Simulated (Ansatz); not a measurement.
**BBrClF₂H (built from SMILES Cl.FB(F)Br): a reaction path by the nudged elastic band**

Aim: the minimum-energy path between two given structures and its highest point. Both ends were relaxed at PBE0-D4 in triple zeta.

The runs use Ansatz 0.2.0, Gaussian basis; PBE0-D4/def2-SVP.

22 further runs of the same task are left out: 22 set aside as unsound or not needed. Runs told in other sessions of the task aren't counted.

**1. The starting structure**

The first end: 6 atoms, charge 0, spin multiplicity 1.

Atoms are counted from 1 here; the program's logs count them from 0.

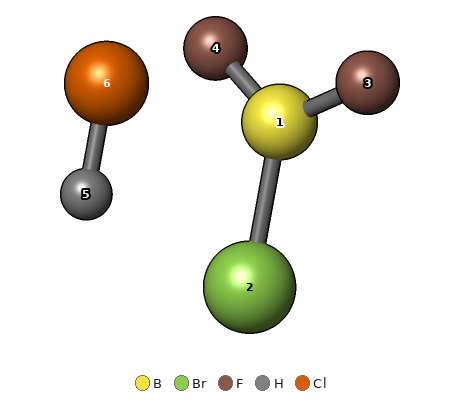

As it starts; boron yellow, bromine green, fluorine brown, hydrogen grey, chlorine orange; atoms are numbered from 1 in the order of the file.

Coordinates:

```xyz
6
charge 0, multiplicity 1
B    -0.7503   -0.7318   -0.3377
Br   -1.3680    0.8967   -1.1255
F    -1.1806   -1.0923    0.8433
F     0.0532   -1.5185   -1.0050
H     1.4213    1.7774    0.5639
Cl    1.8243    0.6686    1.0610
```

The second end:

```tsv
atom	x (Å)	y (Å)	z (Å)
B1	0.11732	-1.10120	0.33088
Br2	-0.96626	1.80052	-1.05398
F3	-1.01362	-1.19596	0.98477
F4	0.21307	-1.62174	-0.86723
H5	0.14200	2.47655	-0.47519
Cl6	1.50739	-0.35806	1.08075
```

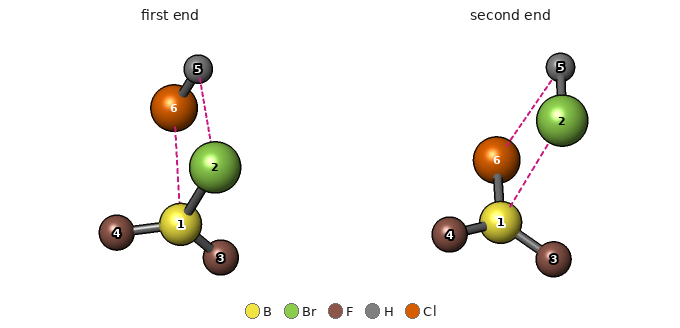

The two ends; dashed lines mark the contacts followed along the path.

**2. The band at PBE0-D4/def2-SVP**

Input file neb/in.yaml:

```yaml
crystal:
  periodic: [false, false, false]
  atoms:
    - {symbol: B, position_ang: [-0.750284, -0.731781, -0.337674]}
    - {symbol: Br, position_ang: [-1.368006, 0.896677, -1.125473]}
    - {symbol: F, position_ang: [-1.180617, -1.092284, 0.843332]}
    - {symbol: F, position_ang: [0.053162, -1.518543, -1.005034]}
    - {symbol: H, position_ang: [1.421314, 1.777434, 0.563862]}
    - {symbol: Cl, position_ang: [1.824331, 0.668598, 1.060988]}
basis:
  gaussian: {orbitals: def2-SVP}
hamiltonian: {xc: pbe0, dispersion: d4}
neb:
  images: 5
  climbing: true
  max_iterations: 40
  initial_path: idpp
  final_atoms:
    - {symbol: B, position_ang: [0.117322, -1.101205, 0.330877]}
    - {symbol: Br, position_ang: [-0.966261, 1.800520, -1.053975]}
    - {symbol: F, position_ang: [-1.013624, -1.195964, 0.984766]}
    - {symbol: F, position_ang: [0.213067, -1.621745, -0.867229]}
    - {symbol: H, position_ang: [0.142004, 2.476551, -0.475193]}
    - {symbol: Cl, position_ang: [1.507392, -0.358057, 1.080754]}
```

Started as:

```bash
ansatz run in.yaml --threads 4 --pin off --events-out ev --progress --plain --max-ram 9574MiB
```

The program printed:

```text
Functional definition: PBE0
  name "PBE0"
  cite "Adamo & Barone, J. Chem. Phys. 110, 6158 (1999) doi:10.1063/1.478522"
  cite "Perdew, Burke & Ernzerhof, Phys. Rev. Lett. 77, 3865 (1996) doi:10.1103/PhysRevLett.77.3865"
  parent pbe
  parameter a = 0.25
  parameter kappa = 0.804
  parameter beta = 0.06672455060314922
  exchange = (1 - a)*pbe_x(kappa = kappa, mu = beta*pi^2/3) + a*exact_x
  correlation = pbe_c(beta = beta)
1001 factors; integrals over basis functions are off by at most 2.2e-4 eV
mean field evaluation 1: about -88662.5350 eV, gradient 3.3e1 eV
mean field evaluation 2: about -88661.1417 eV, gradient 4.6e1 eV
mean field evaluation 4: about -88664.1812 eV, gradient 6.3e-1 eV
mean field evaluation 8: about -88664.2323 eV, gradient 2.8e-2 eV
mean field evaluation 16: about -88664.2323 eV, gradient 7.6e-6 eV
mean field -88664.23227352 eV, -3258.3504372769 hartree, gradient 7.6e-6 eV, S^2 0.000000; 0 other end points of the search recorded, 0 dependent functions left out
the calculation of the forces begins
reference -88664.23229554 eV, -3258.3504380860 hartree; 38, 38 occupied and 59, 59 virtual orbitals, 1001 factors
[... from here to the last solve, the lines of the solves are left out (194 solves) ...]
WARN: NEB end point (image 0): max|allowed force component| = 2.054e-1 eV/Å (the criterion of neb.relax_end_points is 1.000e-2). That is over neb.f_tol: it is no minimum, so the barrier can be far off. Relax it first
WARN: NEB end point (image 6): max|allowed force component| = 8.270e-2 eV/Å (the criterion of neb.relax_end_points is 1.000e-2). That is over neb.f_tol: it is no minimum, so the barrier can be far off. Relax it first
NEB iter   1: max|band force component| = 2.891e0 eV/Å  barrier→ = 4.4015 eV  barrier← = 4.5598 eV  Δτ_max = 0.2000 Å  (186 SCF iters)
NEB iter   2: max|band force component| = 2.846e0 eV/Å  barrier→ = 2.6714 eV  barrier← = 2.8296 eV  Δτ_max = 0.2000 Å  (149 SCF iters)
NEB iter   3: max|band force component| = 7.081e0 eV/Å  barrier→ = 1.4946 eV  barrier← = 1.6529 eV  Δτ_max = 0.1021 Å  (163 SCF iters)
NEB iter   4: max|band force component| = 3.383e0 eV/Å  barrier→ = 1.1040 eV  barrier← = 1.2623 eV  Δτ_max = 0.2000 Å  (145 SCF iters)
NEB iter   5: max|band force component| = 1.270e0 eV/Å  barrier→ = 0.7550 eV  barrier← = 0.9133 eV  Δτ_max = 0.1909 Å  (149 SCF iters)
NEB iter   6: max|band force component| = 3.879e0 eV/Å  barrier→ = 0.6589 eV  barrier← = 0.8172 eV  Δτ_max = 0.1052 Å  (150 SCF iters)
NEB iter   7: max|band force component| = 8.590e-1 eV/Å  barrier→ = 0.6383 eV  barrier← = 0.7966 eV  Δτ_max = 0.1936 Å  (145 SCF iters)
NEB iter   8: max|band force component| = 1.967e0 eV/Å  barrier→ = 0.6011 eV  barrier← = 0.7594 eV  Δτ_max = 0.1013 Å  (154 SCF iters)
NEB iter   9: max|band force component| = 1.929e0 eV/Å  barrier→ = 0.6331 eV  barrier← = 0.7914 eV  Δτ_max = 0.0503 Å  (144 SCF iters)
NEB iter  10: max|band force component| = 5.898e-1 eV/Å  barrier→ = 0.6388 eV  barrier← = 0.7971 eV  Δτ_max = 0.0463 Å  (144 SCF iters)
NEB iter  11: max|band force component| = 3.819e-1 eV/Å  barrier→ = 0.6326 eV  barrier← = 0.7909 eV  CI = image 3  Δτ_max = 0.0995 Å  (144 SCF iters)
NEB iter  12: max|band force component| = 2.083e0 eV/Å  barrier→ = 0.6790 eV  barrier← = 0.8373 eV  CI = image 3  Δτ_max = 0.0504 Å  (142 SCF iters)
NEB iter  13: max|band force component| = 8.936e-1 eV/Å  barrier→ = 0.6781 eV  barrier← = 0.8364 eV  CI = image 3  Δτ_max = 0.0998 Å  (147 SCF iters)
NEB iter  14: max|band force component| = 1.577e0 eV/Å  barrier→ = 0.6753 eV  barrier← = 0.8335 eV  CI = image 3  Δτ_max = 0.0505 Å  (140 SCF iters)
NEB iter  15: max|band force component| = 6.291e-1 eV/Å  barrier→ = 0.6741 eV  barrier← = 0.8324 eV  CI = image 3  Δτ_max = 0.0803 Å  (144 SCF iters)
NEB iter  16: max|band force component| = 1.725e0 eV/Å  barrier→ = 0.6740 eV  barrier← = 0.8323 eV  CI = image 3  Δτ_max = 0.0419 Å  (132 SCF iters)
NEB iter  17: max|band force component| = 5.614e-1 eV/Å  barrier→ = 0.6739 eV  barrier← = 0.8322 eV  CI = image 3  Δτ_max = 0.0804 Å  (137 SCF iters)
NEB iter  18: max|band force component| = 1.250e0 eV/Å  barrier→ = 0.6739 eV  barrier← = 0.8322 eV  CI = image 3  Δτ_max = 0.0417 Å  (132 SCF iters)
NEB iter  19: max|band force component| = 9.032e-1 eV/Å  barrier→ = 0.6739 eV  barrier← = 0.8322 eV  CI = image 3  Δτ_max = 0.0410 Å  (128 SCF iters)
NEB iter  20: max|band force component| = 5.390e-2 eV/Å  barrier→ = 0.6739 eV  barrier← = 0.8322 eV  CI = image 3  Δτ_max = 0.0810 Å  (121 SCF iters)
NEB iter  21: max|band force component| = 1.030e0 eV/Å  barrier→ = 0.6739 eV  barrier← = 0.8322 eV  CI = image 3  Δτ_max = 0.0377 Å  (112 SCF iters)
NEB iter  22: max|band force component| = 6.140e-1 eV/Å  barrier→ = 0.6739 eV  barrier← = 0.8322 eV  CI = image 3  Δτ_max = 0.0760 Å  (117 SCF iters)
NEB iter  23: max|band force component| = 6.200e-1 eV/Å  barrier→ = 0.6739 eV  barrier← = 0.8322 eV  CI = image 3  Δτ_max = 0.0378 Å  (118 SCF iters)
NEB iter  24: max|band force component| = 1.086e-1 eV/Å  barrier→ = 0.6739 eV  barrier← = 0.8322 eV  CI = image 3  Δτ_max = 0.0748 Å  (107 SCF iters)
NEB iter  25: max|band force component| = 2.492e0 eV/Å  barrier→ = 0.6739 eV  barrier← = 0.8322 eV  CI = image 3  Δτ_max = 0.0362 Å  (115 SCF iters)
NEB iter  26: max|band force component| = 7.850e-1 eV/Å  barrier→ = 0.6739 eV  barrier← = 0.8322 eV  CI = image 3  Δτ_max = 0.0760 Å  (112 SCF iters)
NEB iter  27: max|band force component| = 1.310e-1 eV/Å  barrier→ = 0.6739 eV  barrier← = 0.8322 eV  CI = image 3  Δτ_max = 0.0167 Å  (110 SCF iters)
NEB iter  28: max|band force component| = 1.823e-1 eV/Å  barrier→ = 0.6739 eV  barrier← = 0.8322 eV  CI = image 3  Δτ_max = 0.0080 Å  (104 SCF iters)
NEB iter  29: max|band force component| = 7.006e-2 eV/Å  barrier→ = 0.6739 eV  barrier← = 0.8322 eV  CI = image 3  Δτ_max = 0.0080 Å  (105 SCF iters)
NEB iter  30: max|band force component| = 2.766e-1 eV/Å  barrier→ = 0.6739 eV  barrier← = 0.8322 eV  CI = image 3  Δτ_max = 0.0040 Å  (96 SCF iters)
NEB iter  31: max|band force component| = 5.701e-2 eV/Å  barrier→ = 0.6739 eV  barrier← = 0.8322 eV  CI = image 3  Δτ_max = 0.0034 Å  (102 SCF iters)
1004 factors; integrals over basis functions are off by at most 6.7e-4 eV
mean field -88664.39497724 eV, -3258.3564165281 hartree, gradient 4.4e-6 eV, S^2 0.000000; 0 other end points of the search recorded, 0 dependent functions left out
the calculation of the forces begins
reference -88664.39499995 eV, -3258.3564173626 hartree; 38, 38 occupied and 59, 59 virtual orbitals, 1004 factors
NEB iter  32: max|band force component| = 1.171e-2 eV/Å  barrier→ = 0.6739 eV  barrier← = 0.8322 eV  CI = image 3  Δτ_max = 0.0000 Å  (818 SCF iters)
Total energy: -88663.67553943 eV, -3258.3299776764 hartree
Atom 0 at    -0.176060    -0.579544     0.012264 Å, force    -0.000016    -0.000002    -0.000009 eV/Å
Atom 1 at    -0.930388     1.251761    -0.898615 Å, force    -0.000004    -0.000004    -0.000002 eV/Å
Atom 2 at    -1.008253    -0.991622     0.951419 Å, force     0.000005     0.000001     0.000005 eV/Å
Atom 3 at     0.240833    -1.410746    -0.925643 Å, force     0.000008     0.000002     0.000001 eV/Å
Atom 4 at     0.494217     1.360738     0.025050 Å, force     0.000009    -0.000003     0.000006 eV/Å
Atom 5 at     1.379551     0.369514     0.835527 Å, force    -0.000001     0.000006    -0.000002 eV/Å
Dipole moment:     0.123151     0.300188     0.014922 e Å
```

Wall time 8.1 min (4 threads of Intel Xeon at 2.50GHz, shared host); peak memory 0.44 GiB.

The last band:

```tsv
image	path (Å)	energy (eV)	B1–Cl6 (Å)	Br2–H5 (Å)	B1–Br2 (Å)	H5–Cl6 (Å)
0	0.00	0.000	3.25	3.38	1.91	1.28
1	0.56	0.007	2.99	2.74	1.92	1.29
2	1.12	0.235	2.50	2.21	1.97	1.32
3	1.68	0.674	2.00	1.70	2.18	1.56
4	2.32	0.071	1.79	1.45	2.75	2.15
5	2.95	-0.155	1.76	1.42	3.26	2.75
6	3.58	-0.158	1.75	1.42	3.39	3.51
```

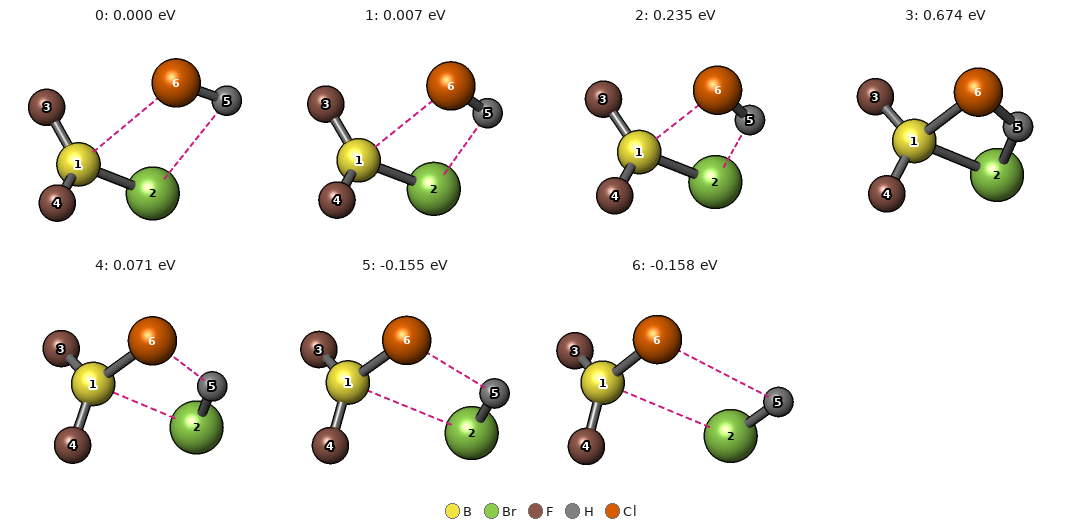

The images of the last band.

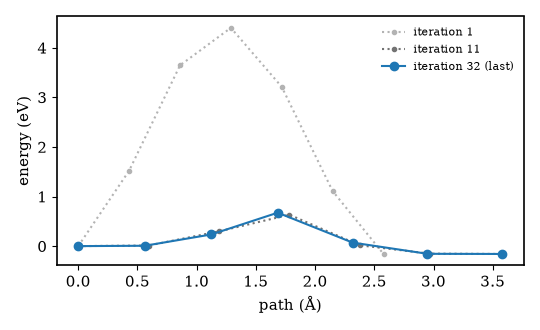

Energy along the path.

The highest image, 3:

```
B    -0.17606   -0.57954    0.01226
Br   -0.93039    1.25176   -0.89862
F    -1.00825   -0.99162    0.95142
F     0.24083   -1.41075   -0.92564
H     0.49422    1.36074    0.02505
Cl    1.37955    0.36951    0.83553
```

**3. What came out**

| quantity | value |
| --- | --- |
| PBE0-D4/def2-SVP, 32 iterations | highest 0.674 eV (image 3), last end -0.158 eV |
| from earlier runs: barrier over the separately found saddle, CCSD(T)/def2-TZVPP | 1.061 eV |

The highest image lies 0.674 eV above the first end, and it climbed, so it estimates the saddle. The ends are not quite minima at this level (largest force component 0.21 eV/Å), so the heights are unreliable: relaxing the first end would lower it and raise the barrier above it. The highest image is 0.387 eV below the CCSD(T) barrier in triple zeta, which comes from separate runs on the saddle.
